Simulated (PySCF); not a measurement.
Consider SrLi (charge +1).

```xyz
2

Sr    0.0000    0.0000   -0.2537
Li    0.0000    0.0000    3.1793
```

All numbers below come from PySCF, PBE0/x2c-SVPall, spin-free X2C-1e, Gaussian nucleus, at a bond length of 3.433 Å.

Question: What can the converged electron density and electron localisation function tell about the bonding?

Answer: Sr–Li (3.43 Å): the density is about 0.1 e/Å³ at the midpoint, with its minimum of 0.08 e/Å³ about 2.4 Å from Sr; the ELF peaks at about 1 between the atoms.

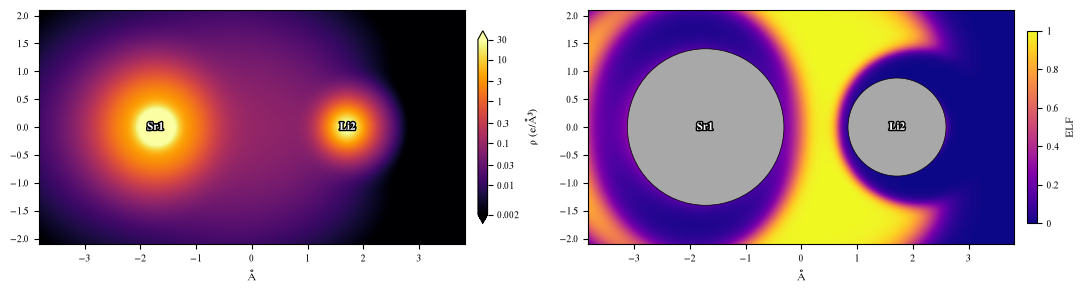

Computed electron density and electron localisation function on a plane that holds the molecular axis, in this order. Grey discs cover the atomic cores in the ELF map. 
